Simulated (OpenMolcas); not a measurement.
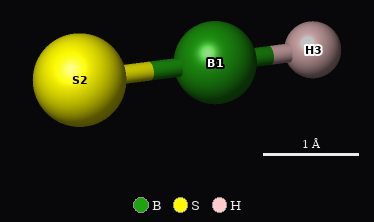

Fig. 1: The structure as given in the input (ball-and-stick view, seen at a tilt; atoms are numbered from 1 in the order of the input). Bond lengths as drawn: B–H 1.14 Å and B–S 1.59 Å.

## Single-point calculation, with input and output: BHS

The run: single-point calculation of BHS (hydrogen boron sulfide), SMILES B=S. Method and program: PBE/STO-3G, RKS (OpenMolcas 26.06).

The geometry comes from this level: GFN2-xTB.

### Input
```
* BHS Kohn-Sham DFT
>>> EXPORT MOLCAS_PRINT=2

&GATEWAY
  BasLib
  $CurrDir
  BasisSet
  B.STO-3G....
  B1 -0.041030 -0.016100 0.142540 angstrom
  End of Basis
  BasisSet
  S.STO-3G....
  S2 0.395320 0.146510 -1.379660 angstrom
  End of Basis
  BasisSet
  H.STO-3G....
  H3 -0.354300 -0.130410 1.237110 angstrom
  End of Basis

&SEWARD
  GridInput
  Grid=UltraFine
  End of Grid

&SCF
  KSDFT
  PBE
  Thresholds
  1e-10 1e-07 1e-07 1e-05
  PrOrbitals
  1 1
```

Machine: 1 thread of Intel Xeon (Sapphire Rapids), 64 GiB of memory available, shared host.

Run as:
```bash
export MOLCAS_MEM=1860
pymolcas job.inp > job.log
```

### Output
```
--- Start Module: gateway ---

                                              &GATEWAY

                       available to each process: 1.9 GB of memory, 1 thread

 Basis Set     1 Label: B.STO-3G....
 Basis set is read from library:.
 basistype.tbl is not found

 Basis Set     2 Label: S.STO-3G....
 Basis set is read from library:.
 basistype.tbl is not found

 Basis Set     3 Label: H.STO-3G....
 Basis set is read from library:.
 basistype.tbl is not found

++    Symmetry information:
      ---------------------

                    Character Table for C1

                             E
                    a        1  x, y, xy, Rz, z, xz, Ry, yz, Rx, I
--

++    Basis set information:
      ----------------------

      Basis set label: B.STO-3G.........

      Electronic valence basis set:
      ------------------
      Associated Effective Charge   5.000000 au
      Associated Actual Charge      5.000000 au
      Nuclear Model: Point charge

      Shell  nPrim  nBasis  Cartesian Spherical Contaminant
         s       6       2        X
         p       3       1        X

      Basis set label: S.STO-3G.........

      Electronic valence basis set:
      ------------------
      Associated Effective Charge  16.000000 au
      Associated Actual Charge     16.000000 au
      Nuclear Model: Point charge

      Shell  nPrim  nBasis  Cartesian Spherical Contaminant
         s       9       3        X
         p       6       2        X

      Basis set label: H.STO-3G.........

      Electronic valence basis set:
      ------------------
      Associated Effective Charge   1.000000 au
      Associated Actual Charge      1.000000 au
      Nuclear Model: Point charge

      Shell  nPrim  nBasis  Cartesian Spherical Contaminant
         s       3       1        X
--

++    Molecular structure info:
      -------------------------

                    ************************************************
                    **** Cartesian Coordinates / bohr, angstrom ****
                    ************************************************

     Center  Label                x              y              z                     x              y              z
        1      B1              -0.077535      -0.030425       0.269362             -0.041030      -0.016100       0.142540
        2      S2               0.747047       0.276864      -2.607180              0.395320       0.146510      -1.379660
        3      H3              -0.669530      -0.246439       2.337799             -0.354300      -0.130410       1.237110

                    ***************************************
                    *    InterNuclear Distances / bohr    *
                    ***************************************

               1 B1            2 S2            3 H3
    1 B1       0.000000
    2 S2       3.008131        0.000000
    3 H3       2.162303        5.170430        0.000000

                    *******************************************
                    *    InterNuclear Distances / angstrom    *
                    *******************************************

               1 B1            2 S2            3 H3
    1 B1       0.000000
    2 S2       1.591834        0.000000
    3 H3       1.144241        2.736074        0.000000
--

            Nuclear Potential Energy             32.00145865 au

--- Stop Module: gateway /rc=_RC_ALL_IS_WELL_ ---

--- Start Module: seward ---

                                              &SEWARD

                       available to each process: 1.9 GB of memory, 1 thread

               SEWARD will generate:
                  Multipole Moment integrals up to order  2
                  Kinetic Energy integrals
                  Nuclear Attraction integrals (point charge)
                  One-Electron Hamiltonian integrals
                  Velocity integrals
                  Orbital angular momentum around (  0.5082   0.1880  -1.7740 )
                  Velocity quadrupole around (  0.5082   0.1880  -1.7740 )
                  Two-Electron Repulsion integrals

                   Integrals are discarded if absolute value <: 1.00E-14
                   Integral cutoff threshold is set to       <: 1.00E-16

            Nuclear Potential Energy             32.00145865 au

      Basis set specifications :
      Symmetry species         a
      Basis functions           15

--- Stop Module: seward /rc=_RC_ALL_IS_WELL_ ---

--- Start Module: scf ---

                                                &SCF

                       available to each process: 1.9 GB of memory, 1 thread

 ###############################################################################
 ###     Minimized-density-differences option turned off!                    ###
 ###############################################################################
++    Input section:
      --------------

      Header of the integral files:

      Cartesian coordinates in angstrom:
      -----------------------------------------------------
      No.  Label        X            Y            Z
      -----------------------------------------------------
       1   B1        -0.04103000  -0.01610000   0.14254000
       2   S2         0.39532000   0.14651000  -1.37966000
       3   H3        -0.35430000  -0.13041000   1.23711000
      -----------------------------------------------------
      Nuclear repulsion energy =   32.00145865
--

++    Orbital specifications:
      -----------------------

      Symmetry species               1
                                     a
      Frozen orbitals                0
      Occupied orbitals             11
      Secondary orbitals             4
      Deleted orbitals               0
      Total number of orbitals      15
      Number of basis functions     15
--

      Molecular charge                           0.000

      Numerical integration parameters
      --------------------------------
      Radial quadrature type:                         MHL
      Size of radial grid:                            99
      Lebedev angular grid:                           41
      Angular grid pruned with the crowding factor:  1.00E+10
                                 and fading factor:  1.00E+01
      Screening threshold for integral computation:   1.00E-11
      Radial quadrature accuracy:                     1.00E-25
      Maximum batch size:                             128
      AO values are stored on disk
      The same grid will be used for all iterations.

      DFT functional specifications
      -----------------------------
      Using Libxc version: 6.2.2
      Please cite the following reference:
      S. Lehtola, C. Steigemann, M. J.T. Oliveira, and M. A.L. Marques.,  SoftwareX 7, 1–5 (2018) doi:10.1016/j.softx.2017.11.002

      * Perdew, Burke & Ernzerhof
        - J. P. Perdew, K. Burke, and M. Ernzerhof.,  Phys. Rev. Lett. 77, 3865 (1996) doi:10.1103/PhysRevLett.77.3865
        - J. P. Perdew, K. Burke, and M. Ernzerhof.,  Phys. Rev. Lett. 78, 1396 (1997) doi:10.1103/PhysRevLett.78.1396
      * Perdew, Burke & Ernzerhof
        - J. P. Perdew, K. Burke, and M. Ernzerhof.,  Phys. Rev. Lett. 77, 3865 (1996) doi:10.1103/PhysRevLett.77.3865
        - J. P. Perdew, K. Burke, and M. Ernzerhof.,  Phys. Rev. Lett. 78, 1396 (1997) doi:10.1103/PhysRevLett.78.1396

++    Optimization specifications:
      ----------------------------

      SCF Algorithm: Conventional
      D(i)-D(i-1) density differences are used
      Number of density matrices in core                 5
      Maximum number of NDDO SCF iterations            400
      Maximum number of HF SCF iterations              400
      Threshold for SCF energy change             1.00E-10
      Threshold for density matrix                1.00E-07
      Threshold for Fock matrix                   1.00E-07
      Threshold for linear dependence             1.00E-09
      Threshold at which DIIS is turned on        1.50E-01
      Maximum depth in the DIIS procedure                5
      Maximum depth in the BFGS Hessian update          30
      Threshold at which QNR/C2DIIS is turned on  7.50E-02
      Threshold for Norm(delta) (QNR/C2DIIS)      1.00E-05
      All orbitals punched on: SCFORB
--

      Input vectors read from INPORB
      Orbital file label: *Guess orbitals

++ Convergence information
                                   PBE        iterations: Energy and convergence statistics

Iter     Tot. PBE        One-elec.       Two-elec.     Energy      Max Dij or  Max Fij      DNorm      TNorm      AccCon     Time
         Energy          Energy          Energy        Change      Delta Norm                                                in Sec.
   1  -418.561725280  -675.993842709   225.430658777   0.00E+00    9.53E-01*   1.56E-01*    7.33E+00   8.38E+01   None         0.
   2  -417.315042308  -666.486037048   217.169536088   1.25E+00*   3.28E-01*   7.59E-02*    3.52E+00   8.18E+01   EDIIS        0.
   3  -418.597095800  -672.060549081   221.461994629  -1.28E+00*   1.74E-01*   5.20E-02*    1.38E+00   8.29E+01   EDIIS        0.
   4  -418.677066973  -675.102188950   224.423663326  -8.00E-02*   9.72E-02*   2.44E-02*    5.10E-01   8.36E+01   EDIIS        0.
   5  -418.694619611  -673.507088969   222.811010706  -1.76E-02*   1.03E-02*   7.57E-03*    2.94E-01   8.32E+01   c2DIIS       0.
   6  -418.700759477  -674.010014237   223.307796108  -6.14E-03*   2.22E-02*   3.68E-03*    3.68E-02   8.34E+01   QNRc2DIIS    0.
   7  -418.700098688  -674.230911411   223.529354072   6.61E-04*   1.73E-02*   1.30E-02*    8.53E-02   8.34E+01   QNRc2DIIS    0.
   8  -418.700817266  -674.055520199   223.353244282  -7.19E-04*   1.91E-04*   1.51E-04*    6.68E-02   8.34E+01   QNRc2DIIS    0.
   9  -418.700817343  -674.056389518   223.354113523  -7.76E-08*   3.15E-05*   1.48E-05*    9.58E-04   8.34E+01   QNRc2DIIS    0.
  10  -418.700817344  -674.056146733   223.353870737  -8.69E-10*   6.92E-06    4.04E-06*    1.24E-04   8.34E+01   QNRc2DIIS    0.
  11  -418.700817344  -674.056197983   223.353921987  -7.27E-11    9.79E-08    6.13E-08     2.81E-05   8.34E+01   QNRc2DIIS    0.

       Convergence after  11 Iterations
--

 *****************************************************************************************************************************
 *                                             SCF/KS-DFT Program, Final results                                             *
 *                                                       Final Results                                                       *
 *****************************************************************************************************************************

::    Total KS-DFT energy                            -418.7008173442
      One-electron energy                            -674.0561979826
      Two-electron energy                             223.3539219868
      Nuclear repulsion energy                         32.0014586515
      Kinetic energy (interpolated)                   413.3292563380
      Virial theorem                                    1.0129958403
      Total spin, S(S+1)                                0.0000000000
      Total spin, S                                     0.0000000000
      Max non-diagonal density matrix element           0.0000001301
      Max non-diagonal Fock matrix element              0.0000000458

      All orbitals with orbital energies smaller than  E(LUMO)+0.5 are printed

++    Molecular orbitals:
      -------------------

      Title: RKS-DFT orbitals

      Molecular orbitals for symmetry species 1: a

          Orbital            1         2         3         4         5         6         7         8         9        10
          Energy          -86.9052   -7.3322   -6.2730   -5.3495   -5.3420   -5.3420   -0.5820   -0.3493   -0.2376   -0.1654
          Occ. No.          2.0000    2.0000    2.0000    2.0000    2.0000    2.0000    2.0000    2.0000    2.0000    2.0000

          Orbital           11        12        13        14
          Energy           -0.1654    0.0735    0.0735    0.2972
          Occ. No.          2.0000    0.0000    0.0000    0.0000

--

++    Molecular charges:
      ------------------

      Mulliken charges per centre and basis function type
      ---------------------------------------------------

                B1      S2      H3
      1s       3.0294  5.9012  1.0122
      2px      0.6143  3.3900  0.0000
      2pz      0.8355  3.2170  0.0000
      2py      0.5972  3.4033  0.0000
      Total    5.0764 15.9114  1.0122

      N-E     -0.0764  0.0886 -0.0122

      Total electronic charge=   22.000000

      Total            charge=   -0.000000
--

++    Molecular properties:
      ---------------------

      Charge (e):
                      =   -0.0000
      Dipole Moment (debye):
      Origin of the operator (angstrom)=    0.2689    0.0995   -0.9387
                   X= -2.5337E-02               Y= -1.0207E-02               Z=  8.7843E-02           Total=  9.1992E-02
      Quadrupole Moment (debye*angstrom):
      Origin of the operator (angstrom)=    0.2689    0.0995   -0.9387
                  XX= -1.6219E+01              XY= -1.3967E-02              XZ=  1.3562E-01              YY= -1.6186E+01
                  YZ=  4.8853E-02              ZZ= -1.6655E+01
      In traceless form (debye*angstrom)
                  XX=  2.0089E-01              XY= -2.0951E-02              XZ=  2.0343E-01              YY=  2.5152E-01
                  YZ=  7.3280E-02              ZZ= -4.5242E-01
--

--- Stop Module: scf /rc=_RC_ALL_IS_WELL_ ---
--- Module scf spent 1 second ---

.##################.
.# Happy landing! #.
.##################.

    Timing: Wall=2.48 User=1.98 System=0.47
```

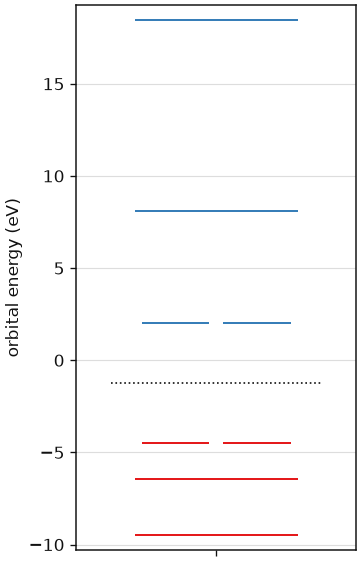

Fig. 2: Orbital energies near the frontier; the dotted line parts filled from empty levels, and levels within 0.02 eV of each other stand side by side. Highest filled −4.50 eV, lowest empty 2.00 eV, 6.50 eV apart.

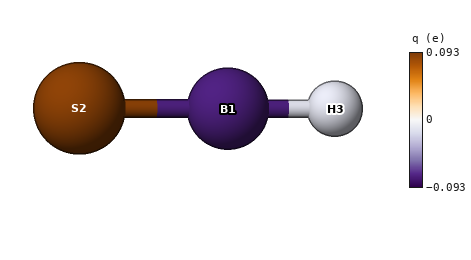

Fig. 3: Mulliken charges, as the colour of each atom (ball-and-stick view, seen on its broad side; atoms are numbered from 1 in the order of the input). By element: B −0.08, S +0.09 and H −0.01 e.

### Summary

- outcome: converged
- total energy: −418.700817 hartree
- basis functions: 15
- HOMO: −4.50 eV
- LUMO: 2.00 eV
- dipole moment: 0.09 debye
- wall time: 2.7 s
- peak memory: 0.37 GiB
